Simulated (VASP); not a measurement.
Band structure of PbSe (rock salt). Method: PBE GGA with D4 dispersion, VASP's PBE PAW potentials (set 64) (plane waves; VASP).

Unless said otherwise, spin-orbit coupling is left out, though it shifts the bands of the heavy elements here.

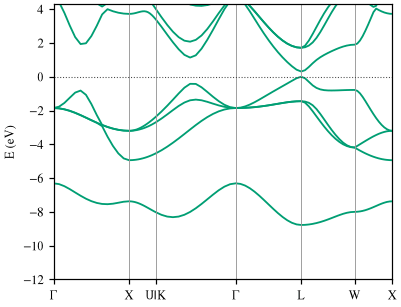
Bands along high-symmetry lines, zero at the valence-band maximum or, without a gap, the Fermi level

### Question
Read the plot: is there a gap, and where are the band edges?

### Answer
The gap is direct, 0.31 eV, from the valence maximum at L to the conduction minimum at L. (Edges off the drawn lines would not show.)

The compound is PbSe in the rock salt structure. It was relaxed first.
